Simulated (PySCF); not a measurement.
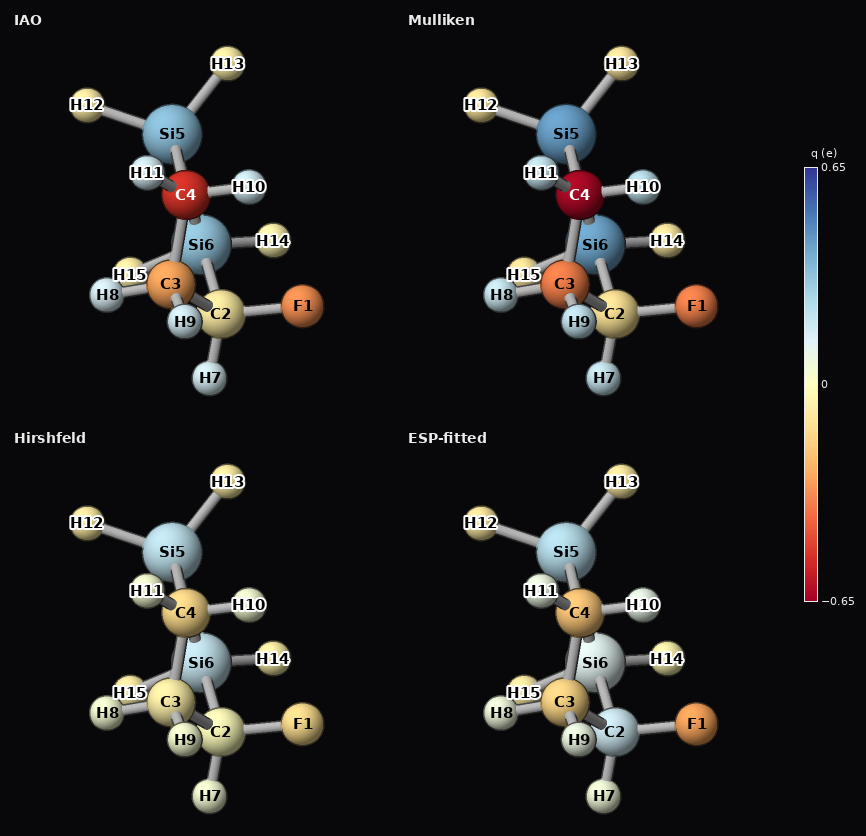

Atomic charges of one calculation by 4 schemes, on one colour scale. The geometry was computed by an optimisation with PBE0-D3(BJ)/def2-SVP. No frequency run is at hand to confirm it as a minimum. Method: PBE0/6-31G (PySCF 2.14.0).

Question: Which scheme gives the most polar picture (largest mean size of the charges)?

Answer: The Mulliken charges are the largest in size here, and the Hirshfeld charges the smallest.

Question: On which atom do the schemes disagree most?

Answer: On C4 (from −0.62 to −0.14 e).

List the charges (e), one line for each set of equivalent atoms.

| atom | IAO | Mulliken | Hirshfeld | ESP-fitted |
| --- | --- | --- | --- | --- |
| F1 | −0.31 | −0.34 | −0.13 | −0.27 |
| C2 | −0.07 | −0.11 | −0.01 | 0.17 |
| C3 | −0.27 | −0.35 | −0.06 | −0.15 |
| C4 | −0.51 | −0.62 | −0.14 | −0.19 |
| Si5 | 0.33 | 0.41 | 0.21 | 0.23 |
| Si6 | 0.31 | 0.40 | 0.19 | 0.11 |
| H7 | 0.15 | 0.18 | 0.04 | 0.06 |
| H8 | 0.14 | 0.18 | 0.04 | 0.07 |
| H9 | 0.15 | 0.19 | 0.04 | 0.08 |
| H10 | 0.16 | 0.21 | 0.04 | 0.09 |
| H11 | 0.16 | 0.20 | 0.04 | 0.08 |
| H12 | −0.07 | −0.09 | −0.07 | −0.08 |
| H13 | −0.06 | −0.09 | −0.07 | −0.08 |
| H14 | −0.05 | −0.08 | −0.06 | −0.04 |
| H15 | −0.07 | −0.09 | −0.07 | −0.07 |
